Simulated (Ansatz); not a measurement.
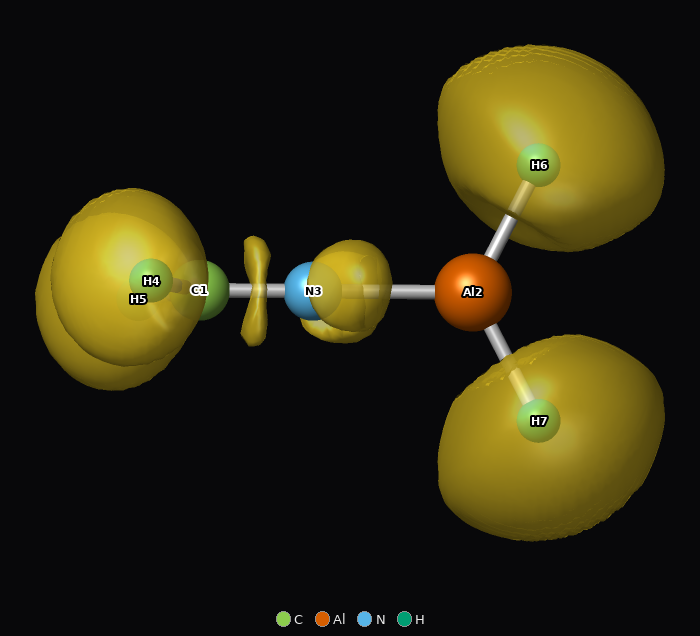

Figure. CH4AlN (SMILES C=[N][AlH2]). Isosurface of the ELF at 0.85 (yellow), seen across its widest extent. Only the valence region is drawn (cores and ρ < 0.01 e/Å³ removed).

Geometry: PBE0-D3(BJ)/def2-SVP.

Theory: isolated molecule in a Gaussian basis; Kohn-Sham density functional theory, functional PBE0 in Ansatz.

```xyz
7

C    -1.2306   -1.4656    0.8784
Al   -1.4450   -0.2683   -1.8693
N    -1.3196   -0.9689   -0.2617
H    -0.3196   -1.9928    1.2356
H    -2.0558   -1.4177    1.6216
H    -0.9838    1.2366   -2.0390
H    -2.0092   -1.1975   -3.0200
```

Q: What do the ELF domains correspond to?

A: The surface consists of one region between bonded C–N atoms (shared pairs), four regions around hydrogen nuclei and one lobe of the valence shell of N pointing towards Al.

Values along the shortest contacts:
C–N (1.25 Å): the ELF peaks at about 0.90 between the atoms: a multiple bond. Al–N (1.76 Å): the ELF peaks at about 0.90 in the valence shell of N, 0.6 Å from its nucleus, and is about 0.55 at the midpoint.
